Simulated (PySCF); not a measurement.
# C2H4B− (SMILES [BH3-]C#C): a first try and a second

Wanted: the excited states of C2H4B−, CIS/def2-SVP (density fitting with def2-universal-jkfit, spin of roots singlet).

Program for the calculation: PySCF 2.14.0.

4 further runs of the same task are left out: 4 set aside as unsound or not needed.

**1. The structure to begin with**

C2H4B−: 7 atoms, total charge -1, spin state singlet. As SMILES, `[BH3-]C#C`. The shape is that of a GFN2-xTB optimisation.

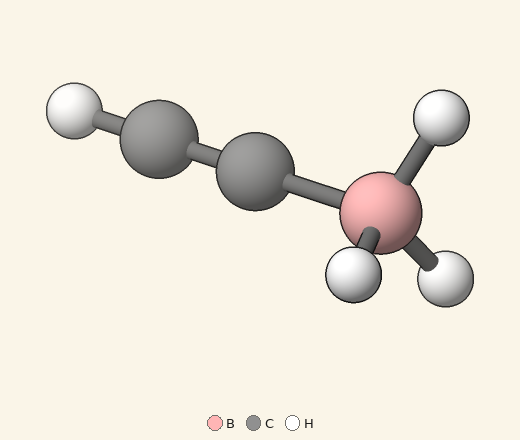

Viewed from a chosen angle; boron pink, carbon grey, hydrogen white.

**2. First attempt**

calc.py reads:

```python
from pyscf import gto, tdscf

mol = gto.M(
    atom='''
B     -0.762590     0.586710    -0.252460
C      0.441630    -0.346170     0.145280
C      1.367110    -1.053930     0.452870
H     -1.743190    -0.103170    -0.531940
H     -0.449000     1.267510    -1.228590
H     -1.037060     1.326040     0.692310
H      2.183100    -1.676990     0.722530
''',
    verbose=3,
    max_memory=1860,
    charge=1,
    basis='def2-svp',
)

mf = mol.RHF()
mf = mf.density_fit(auxbasis='def2-universal-jkfit')
mf.max_cycle = 92
mf.kernel()

e_tot = mf.e_tot
print('E = %.10f Eh' % e_tot)

td = tdscf.TDA(mf)
td.nstates = 4
td.kernel()
td.analyze()
roots = td.e * 27.211386
osc = td.oscillator_strength()
print('state   eV      nm      f')
for i, (w, f) in enumerate(zip(roots, osc), 1):
    print('%3d %9.4f %8.1f %9.5f' % (i, w, 1239.842 / w, f))
```

On the command line:

```
$ OMP_NUM_THREADS=1 python calc.py
```

Log:

```text
converged SCF energy = -102.047691770308
E = -102.0476917703 Eh
Excitation energies (eV)
[1.62722803 3.1939733  4.0570312  8.14105258]

** Singlet excitation energies and oscillator strengths **
state   eV      nm      f
  1    1.6272    761.9   0.00019
  2    3.1940    388.2   0.03932
  3    4.0570    305.6   0.51047
  4    8.1411    152.3   0.00104
```

Run time: 8.1 s. Hardware: 1 thread of AMD EPYC, shared host; peak memory 0.15 GiB.

**3. Reading the log**

The program ended normally, but the settings are unsound, so its numbers aren't properties of the molecule.

The fault: the charge typed isn't that of the species meant. To mend it: charge -1 in place of 1.

**4. The mended input**

input.py reads:

```python
from pyscf import gto, tdscf

molecule = gto.M(
    atom='''
B     -0.762590     0.586710    -0.252460
C      0.441630    -0.346170     0.145280
C      1.367110    -1.053930     0.452870
H     -1.743190    -0.103170    -0.531940
H     -0.449000     1.267510    -1.228590
H     -1.037060     1.326040     0.692310
H      2.183100    -1.676990     0.722530
''',
    max_memory=1860,
    basis='def2-svp',
    charge=-1,
    verbose=4,
)

myscf = molecule.RHF()
myscf = myscf.density_fit(auxbasis='def2-universal-jkfit')
myscf.kernel()

e_final = myscf.e_tot
print('E = %.10f Eh' % e_final)

td = tdscf.TDA(myscf)
td.nstates = 4
td.kernel()
td.analyze()
roots = td.e * 27.211386
osc = td.oscillator_strength()
print('state   eV      nm      f')
for i, (w, f) in enumerate(zip(roots, osc), 1):
    print('%3d %9.4f %8.1f %9.5f' % (i, w, 1239.842 / w, f))
```

On the command line:

```
$ OMP_NUM_THREADS=1 python input.py
```

Log:

```text
PySCF version 2.14.0

[INPUT] num. atoms = 7
[INPUT] num. electrons = 22
[INPUT] charge = -1
[INPUT] spin (= nelec alpha-beta = 2S) = 0
[INPUT] symmetry False subgroup None
[INPUT] Mole.unit = angstrom
[INPUT] Symbol           X                Y                Z      unit          X                Y                Z       unit  Magmom
[INPUT]  1 B     -0.762590000000   0.586710000000  -0.252460000000 AA   -1.441086245332   1.108721214544  -0.477080257408 Bohr   0.0
[INPUT]  2 C      0.441630000000  -0.346170000000   0.145280000000 AA    0.834559748392  -0.654166492541   0.274539411377 Bohr   0.0
[INPUT]  3 C      1.367110000000  -1.053930000000   0.452870000000 AA    2.583463482154  -1.991639054463   0.855800270032 Bohr   0.0
[INPUT]  4 H     -1.743190000000  -0.103170000000  -0.531940000000 AA   -3.294151683081  -0.194963044271  -1.005220914701 Bohr   0.0
[INPUT]  5 H     -0.449000000000   1.267510000000  -1.228590000000 AA   -0.848487029930   2.395246760147  -2.321698619379 Bohr   0.0
[INPUT]  6 H     -1.037060000000   1.326040000000   0.692310000000 AA   -1.959759374741   2.505852430218   1.308276293298 Bohr   0.0
[INPUT]  7 H      2.183100000000  -1.676990000000   0.722530000000 AA    4.125461102538  -3.169051813634   1.365383816782 Bohr   0.0

[... 45 lines left out ...]
converged SCF energy = -102.607340516358
[... 24 lines left out ...]
       9 -> 14       -0.16027
      10 -> 14        0.43554
      10 -> 16       -0.12236
      11 -> 13        0.43587
      11 -> 17        0.12278
       8 -> 14        0.15982
       9 -> 13       -0.16044
      10 -> 13        0.43613
      10 -> 17        0.12288
      11 -> 14       -0.43525
      11 -> 16        0.12239
       8 -> 12        0.24791
      10 -> 12       -0.26473
      11 -> 12       -0.59636

** Transition electric dipole moments (AU) **
state          X           Y           Z        Dip. S.      Osc.
  1        -0.0001     -0.0001     -0.0001      0.0000      0.0000
  2        -0.0854     -0.1064      0.0094      0.0187      0.0032
  3         0.0212     -0.0275     -0.1286      0.0177      0.0030
  4         0.0007     -0.0003      0.0037      0.0000      0.0000

** Transition velocity dipole moments (imaginary part, AU) **
state          X           Y           Z        Dip. S.      Osc.
  1        -0.0000      0.0000      0.0001      0.0000      0.0000
  2        -0.0180     -0.0225      0.0019      0.0008      0.0022
  3         0.0045     -0.0059     -0.0272      0.0008      0.0021
  4         0.0091     -0.0051     -0.0380      0.0016      0.0033

** Transition magnetic dipole moments (imaginary part, AU) **
state          X           Y           Z
  1         0.1120     -0.0820      0.0369
  2         0.0101     -0.0130     -0.0605
  3         0.0402      0.0505     -0.0045
  4        -0.0860     -0.1159     -0.0048
state   eV      nm      f
  1    6.6204    187.3   0.00000
  2    6.9626    178.1   0.00319
  3    6.9627    178.1   0.00302
  4    8.4872    146.1   0.00000
```

Wall time 6.6 s (1 thread of AMD EPYC, shared host); peak memory 0.14 GiB.

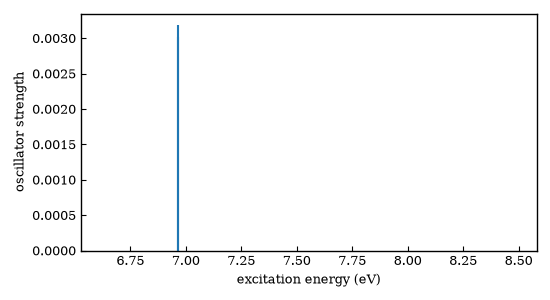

Vertical excitations as sticks.

The roots found:

```tsv
excited state	energy (eV)	strength
1	6.620	0.0000
2	6.963	0.0032
3	6.963	0.0030
4	8.487	0.0000
```

**5. Outcome**

At CIS/def2-SVP (density fitting with def2-universal-jkfit, spin of roots singlet):

```
                                             quantity          value
                    ground-state or mean-field energy  -102.60734 Eh
                  HOMO energy (Hartree–Fock orbitals)       -4.41 eV
                  LUMO energy (Hartree–Fock orbitals)        9.82 eV
HOMO–LUMO gap (to an unbound level, set by the basis)       14.23 eV
                     lowest singlet excitation energy        6.62 eV
```

What this shows: For an anion, states without diffuse functions may be basis-held continuum. Mulliken charges of the mean-field density run from -0.42 on C3 to +0.08 on C2; they depend strongly on the basis.
